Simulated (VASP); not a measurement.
Band structure of CdSe (wurtzite). All values below come from optB88-vdW, VASP's PBE PAW potentials (set 64) (plane waves; VASP).

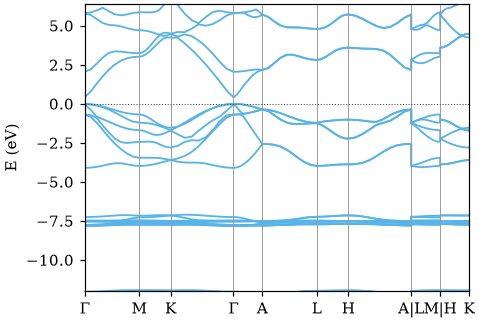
Figure. Bands along high-symmetry lines, zero at the valence-band maximum or, without a gap, the Fermi level

Question: Read the plot: is there a gap, and where are the band edges?

Answer: The gap is direct, 0.41 eV, from the valence maximum at Γ to the conduction minimum at Γ. (Edges off the drawn lines would not show.)

Measured: gap 1.73 eV (computed value off by -1.32 eV), as given by Abedi et al., (2022), arXiv:2211.14644.

The compound is CdSe in the wurtzite structure. It was relaxed first, which changed the volume by +5 %.
